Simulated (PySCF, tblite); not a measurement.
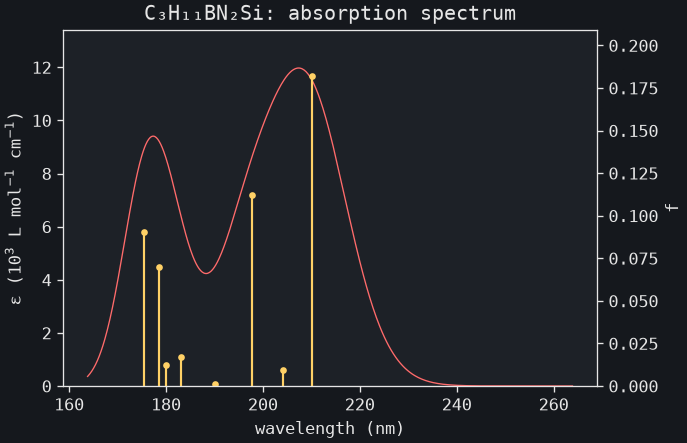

Computed absorption of C₃H₁₁BN₂Si, SMILES BN(C=C)[SiH2]NC. Vertical TDDFT excitations, CAM-B3LYP/def2-SVPD with PySCF, at a GFN2-xTB geometry (a minimum by its frequencies), gas phase. The lowest 8 singlet states are shown; each is broadened by a Gaussian of 1/e half-width 0.30 eV. Sticks give oscillator strengths (right axis).

Where is the maximum of the broadened curve, and how high is it?

Answer. At about 6.0 eV (207 nm), with ε near 12000 L mol⁻¹ cm⁻¹.

Where is the lowest singlet, and is it bright?

Answer. S1 lies at 5.90 eV (210 nm) with f = 0.182, mainly HOMO → LUMO (95 %); it is bright.

Note: the tight-binding geometry is rougher than a DFT one and adds to the error; one conformer of a flexible molecule; core orbitals are frozen in the response.
